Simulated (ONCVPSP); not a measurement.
**Pseudopotential generation for N**

System: nitrogen (N, Z = 7), core [He], reference valence 2s2 2p3, valence charge 5.
Method: ONCV potential, PBEsol, scalar-relativistic, made with ONCVPSP 4.0.1.

Results in brief:

- outcome: generated
- cutoffs needed: 133 Ha and 173 Ha (the cutoffs at which the residual kinetic energy of the hardest occupied pseudo-wave falls to 1 and 0.1 mHa per electron)
- ghost test: no bound ghost flagged; no localised positive-energy state flagged
- configuration tests: 1 of 4 tests not solved
- rms error of d²Exc/dni dnj: 1.43 mHa without and 1.39 mHa with the model core
- largest excitation error among the tests solved: +1540 meV (all-electron minus pseudo) for 2s2 2p0
- range over which the phases arctan(r R′/R) at the test radius agree within 0.05 rad (a looser test near the poles than one of phase shifts): s: over the whole range computed; p: over the whole range computed; d: over the whole range computed; f: not judged, local potential alone
- hardware: 1 CPU thread, shared host
- wall time: 6.6 s

Notes:

An excitation error of 1540 meV in its own tests makes this a poorly transferable potential. Warnings of the program, in the generation or the tests: psatom: WARNING lschvkbb convergence error n,l,iter= 2 1 4.

Input:
```
# ATOM AND REFERENCE CONFIGURATION
# atsym  z   nc   nv     iexc    psfile
  N 7.00    1    2  -116133      upf
#
#   n    l    f
    1    0    2.00
    2    0    2.00
    2    1    3.00
#
# PSEUDOPOTENTIAL AND OPTIMIZATION
# lmax
    2
#
#   l,   rc,      ep,       ncon, nbas, qcut
    0    1.00    0.00    4    8    5.10
    1    2.00    0.00    3    6    7.40
    2    1.50    0.25    4    7    7.20
#
# LOCAL POTENTIAL
# lloc, lpopt,  rc(5),   dvloc0
    4    5    0.85    6.00
#
# VANDERBILT-KLEINMAN-BYLANDER PROJECTORs
# l, nproj, debl
    0    2    3.00
    1    3    0.70
    2    1    4.00
#
# MODEL CORE CHARGE
# icmod, fcfact, rcfact
    1    0.70    0.00
#
# LOG DERIVATIVE ANALYSIS
# epsh1, epsh2, depsh
   -2.00    5.00    0.02
#
# OUTPUT GRID
# rlmax, drl
    6.00    0.01
#
# TEST CONFIGURATIONS
# ncnf
    4
# nvcnf
#   n    l    f
    2
    2    0    2.00
    2    1    2.00
#
    2
    2    0    2.00
    2    1    1.00
#
    2
    2    0    2.00
    2    1    0.00
#
    2
    2    0    1.00
    2    1    0.00
#
```

Run as:
```bash
oncvpsp.x < N.dat > N.out
```

The program's output (extracts):
```
ONCVPSP  (Optimized Norm-Conservinng Vanderbilt PSeudopotential)
scalar-relativistic version 4.0.1

#   n    l    f        energy (Ha)
    1    0    2.00    -1.4078261E+01
    2    0    2.00    -6.7823740E-01
    2    1    3.00    -2.5857614E-01

Reference configufation results
  iterations    23
  all-electron total energy (Ha)   -5.42417131D+01

Begin loop to  construct optimized pseudo wave functions
and semi-local pseudopoentials for all angular momenta

   Wellstate for l =  0  n =  4
     eigenvalue =   2.3218
     asymptotic potential =   2.8218
     half-point radius =  3.1272

Calculating optimized projector #   1

 for l=   0

    Fraction of norm inside rc  0.330177
    Optimizing pswf for qcut=   5.10 a_B^-1,  ecut=  12.98 Ha
    Residual kinetic energy error=  1.49D-02 Ha

    Energy error per electron        Cutoff
         Ha          eV             Ha
         0.01000     0.27211       15.19
         0.00100     0.02721      133.29
         0.00010     0.00272      172.97
         0.00001     0.00027      226.81

Calculating optimized projector #   2

 for l=   0

    Fraction of norm inside rc  0.069331
    Optimizing pswf for qcut=   5.10 a_B^-1,  ecut=  12.98 Ha
    Residual kinetic energy error=  1.13D-02 Ha

    Energy error per electron        Cutoff
         Ha          eV             Ha
         0.01000     0.27211       13.49
         0.00100     0.02721       40.08
         0.00010     0.00272      142.89
         0.00001     0.00027      237.28

   Wellstate for l =  1  n =  3
     eigenvalue =   0.4414
     asymptotic potential =   0.9414
     half-point radius =  4.3733

   Wellstate for l =  1  n =  4
     eigenvalue =   1.1414
     asymptotic potential =   1.6414
     half-point radius =  4.8513

Calculating optimized projector #   1

 for l=   1

    Fraction of norm inside rc  0.783879
    Optimizing pswf for qcut=   7.41 a_B^-1,  ecut=  27.44 Ha
    Residual kinetic energy error=  2.06D-07 Ha

    Energy error per electron        Cutoff
         Ha          eV             Ha
         0.01000     0.27211       13.24
         0.00100     0.02721       17.44
         0.00010     0.00272       20.88
         0.00001     0.00027       23.54

Calculating optimized projector #   2

 for l=   1

    Fraction of norm inside rc  0.158710
    Optimizing pswf for qcut=   7.41 a_B^-1,  ecut=  27.44 Ha
    Residual kinetic energy error=  2.93D-07 Ha

    Energy error per electron        Cutoff
         Ha          eV             Ha
         0.01000     0.27211       12.73
         0.00100     0.02721       17.33
         0.00010     0.00272       21.08
         0.00001     0.00027       23.85

Calculating optimized projector #   3

 for l=   1

    Fraction of norm inside rc  0.137750
    Optimizing pswf for qcut=   7.41 a_B^-1,  ecut=  27.44 Ha
    Residual kinetic energy error=  9.44D-07 Ha

    Energy error per electron        Cutoff
         Ha          eV             Ha
         0.01000     0.27211       13.64
         0.00100     0.02721       18.33
         0.00010     0.00272       22.08
         0.00001     0.00027       25.03

   Wellstate for l =  2  n =  3
     eigenvalue =   0.2500
     asymptotic potential =   0.7500
     half-point radius =  8.4146

Calculating optimized projector #   1

 for l=   2

    Fraction of norm inside rc  0.004972
    Optimizing pswf for qcut=   7.20 a_B^-1,  ecut=  25.94 Ha
    Residual kinetic energy error=  2.05D-07 Ha

    Energy error per electron        Cutoff
         Ha          eV             Ha
         0.01000     0.27211        1.00
         0.00100     0.02721        3.57
         0.00010     0.00272        9.27
         0.00001     0.00027       16.09

Construct Vanderbilt / Kleinmman-Bylander projectors

B matrix Hermiticity error, ll=   0
   1   2   -1.4275E-04

  Orthonormal projector coefficients  1.4508E+01  3.6331E+00

B matrix Hermiticity error, ll=   1
   1   2    2.3898E-05
   1   3   -3.9244E-05
   2   3    1.5296E-05

  Orthonormal projector coefficients -4.2054E+00 -1.2104E+00 -3.7210E-01

Model core correction analysis
  based on d2Exc/dn_idn_j

d2excae - all-electron derivatives

   -4.937700D-02   -4.113192D-02
   -4.149456D-02   -3.767762D-02

d2excps - pseudofunction derivatives with no core correction

   -4.931560D-02   -4.299127D-02
   -4.335241D-02   -3.879774D-02

rms 2nd derivative error    1.428922E-03

Polynomial model core charge

d2excps - pseudofunction derivatives with core correction

   -4.722752D-02   -4.226544D-02
   -4.262653D-02   -3.840025D-02

rms 2nd derivative error    1.388226E-03

Pseudoatom total energy   -9.545704

Diagnostic tests using Vanderbilt-Kleinman-Bylander pseudopotentials
  1 or more projectors used as specified by nproj input data

   l    rcore       rmatch      e in        delta e   norm test  slope test

   0   1.0028271   1.0332751  -0.6782374  -0.0000100   1.0000387   1.0002685
   0   1.0028271   1.0332751   2.3217626   0.0000109   1.0002089   1.0002089

   1   2.0072055   2.0681486  -0.2585761  -0.0000013   1.0000242   1.0000283
   1   2.0072055   2.0681486   0.4414239  -0.0000029   1.0000753   1.0000753
   1   2.0072055   2.0681486   1.1414239  -0.0000028   1.0000790   1.0000790

   2   1.5062212   1.5519534   0.2500000   0.0000094   1.0000011   1.0000011

 Testing for bound ghosts
   n   l    E NL Schr. Eq   E Basis Diag.   E Cutoff

   1   0       -0.678247       -0.638998    259.11

   2   1       -0.258577       -0.257491     55.17

 Testing for highly-localized positive-energy ghosts
       l    <radius>/rc     E Basis Diag.   E Cutoff

Test configuration 0

   n   l     f        eae           eps        diff
   1   0  2.0000  -14.07826094
   2   0  2.0000   -0.67823740   -0.67824744   -1.00D-05
   2   1  3.0000   -0.25857614   -0.25857740   -1.26D-06

    Total energies and differences
      AE_ref= -5.42417131D+01  AE_tst= -5.42417131D+01  dif=  0.00D+00
      PS_ref= -9.54570402D+00  PS_tst= -9.54570402D+00  dif= -5.33D-15
      PSP excitation error=  5.33D-15

Test configuration 1

   n   l     f        eae           eps        diff
   1   0  2.0000  -14.70031204
   2   0  2.0000   -1.18720198   -1.18586119    1.34D-03
   2   1  2.0000   -0.75697434   -0.75166764    5.31D-03

    Total energies and differences
      AE_ref= -5.42417131D+01  AE_tst= -5.37448299D+01  dif=  4.97D-01
      PS_ref= -9.54570402D+00  PS_tst= -9.05070383D+00  dif=  4.95D-01
      PSP excitation error=  1.88D-03

Test configuration 2

   n   l     f        eae           eps        diff
   1   0  2.0000  -15.51414266
   2   0  2.0000   -1.79931263   -1.78984789    9.46D-03
   2   1  1.0000   -1.37310305   -1.34934224    2.38D-02

    Total energies and differences
      AE_ref= -5.42417131D+01  AE_tst= -5.26887532D+01  dif=  1.55D+00
      PS_ref= -9.54570402D+00  PS_tst= -8.00768620D+00  dif=  1.54D+00
      PSP excitation error=  1.49D-02

Test configuration 3

   n   l     f        eae           eps        diff
   1   0  2.0000  -16.50284249
   2   0  2.0000   -2.49361961   -2.46360977    3.00D-02

    Total energies and differences
      AE_ref= -5.42417131D+01  AE_tst= -5.09657752D+01  dif=  3.28D+00
      PS_ref= -9.54570402D+00  PS_tst= -6.32637655D+00  dif=  3.22D+00
      PSP excitation error=  5.66D-02

Test configuration 4

psatom: WARNING lschvkbb convergence error n,l,iter=   2   1   4
ea(ii),et,emin,emax -2.822614E-01 -3.104875E-01 -3.104875E-01 -3.104875E-01
run_config: WARNING for fully non-local PS atom, stg. 1
 WARNING no output for configuration 5
```

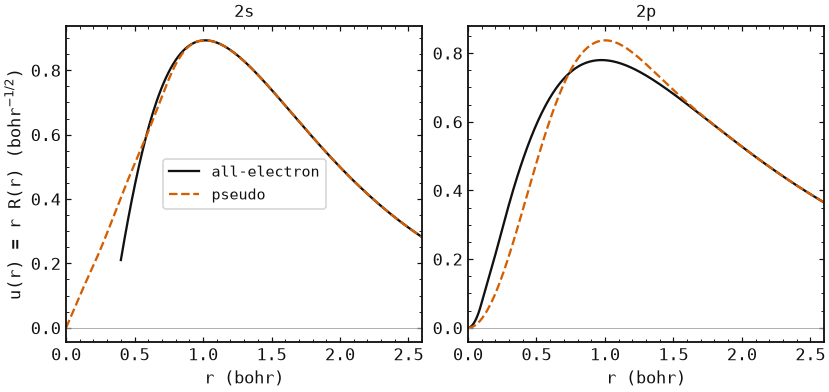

Fig. 1: Pseudo-waves (dashed) against the all-electron radial functions (solid). The innermost oscillations of some all-electron curves aren't drawn. Reference configuration 2s2 2p3.

- Matching radii: 2s at 1.00 bohr; 2p at 2.00 bohr. The curves merge smoothly, so the plot gives these only roughly.
- Nodes of the pseudo-waves: 2s has no node; 2p has no node.
- Cutoffs needed: 133 Ha (loose) and 173 Ha (tight), as the cutoffs at which the residual kinetic energy of the hardest occupied pseudo-wave falls to 1 and 0.1 mHa per electron.

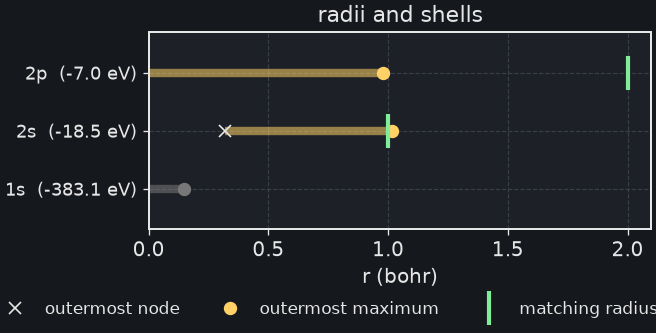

Fig. 2: Outer shells of the all-electron reference atom: each bar runs from the outermost node (or the nucleus) to the outermost maximum of u(r); the tick is the radius chosen for the pseudo-wave. Shells without a tick have no pseudo-wave of their own. Levels, nodes and maxima are from ld1.x, scalar-relativistic.

- Radii against the shells: 2s: 1.00 bohr, between node and maximum; 2p: 2.00 bohr, outside the maximum.

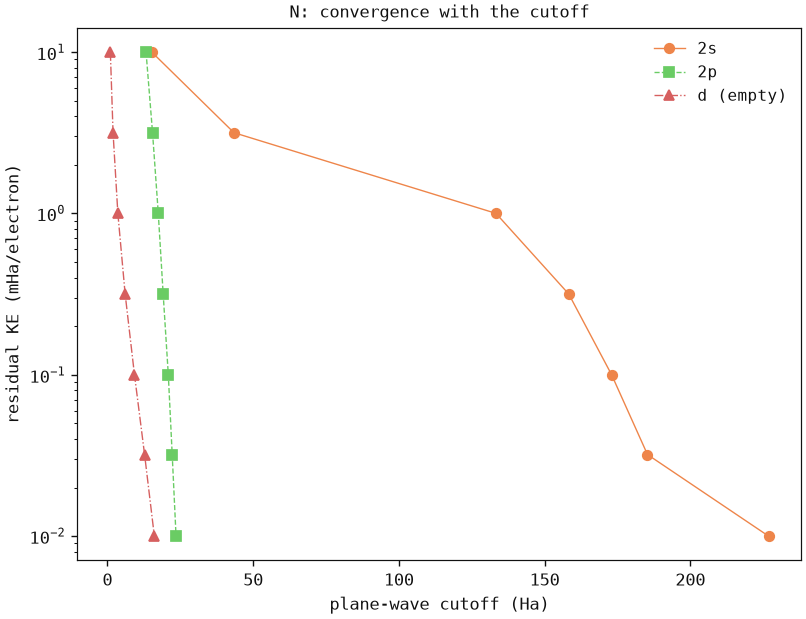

Fig. 3: Residual kinetic energy of the pseudo-waves (the first of each channel, and further valence shells) beyond the plane-wave cutoff, as the generator prints it.

- Cutoffs for the occupied states: 133 Ha for 1 mHa and 173 Ha for 0.1 mHa per electron. The first is set by 2s.
- Cutoffs for 1 mHa per electron: 2s: 133 Ha; 2p: 17 Ha; d (empty): 3.6 Ha.
- Hardest wave at 1 mHa per electron: 2s, with rc = 1.00 bohr and qcut = 5.1 1/bohr. The optimisation minimises, but can't always remove, the kinetic energy above qcut²/2 = 13.0 Ha, and a larger rc would as a rule soften the wave at some cost in transferability.

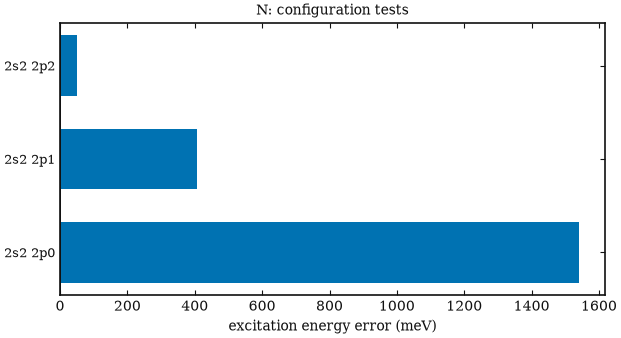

Fig. 4: Errors, all-electron minus pseudo, of the energies of valence configurations relative to the unpolarised reference 2s2 2p3. Not all tests gave a result: 1 of 4 tests not solved.

- Worst configuration: 2s2 2p0 (charge +3): the error is +1540 meV on an all-electron energy of +89.14 eV relative to the reference, or 1.7 %.
- Configurations within 10 meV and within 50 meV: 0 and 0 of 3.

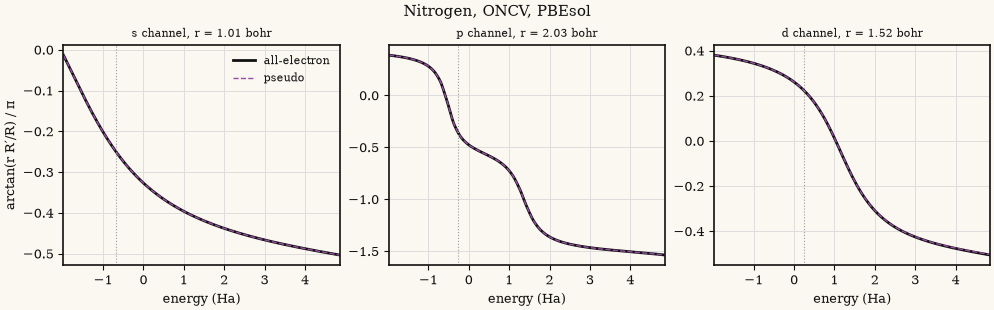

Fig. 5: Unwrapped phase arctan(r R′/R) in units of π against energy, all-electron (solid) and pseudo (dashed); the pseudo phase is matched to the all-electron one at the reference energy. Here R(r) is the radial function. The dotted line marks the reference energy of the channel. Not drawn: f: not judged.

- Poles, where the radial function vanishes at the test radius: s: all-electron at 4.7 Ha, pseudo at 4.7 Ha; p: all-electron at 0.1 and 3.9 Ha, pseudo at 0.1 and 3.9 Ha; d: all-electron at 4.7 Ha, pseudo at 4.8 Ha.
- Range over which the phases agree within 0.05 rad: s: over the whole range drawn; p: over the whole range drawn; d: over the whole range drawn.
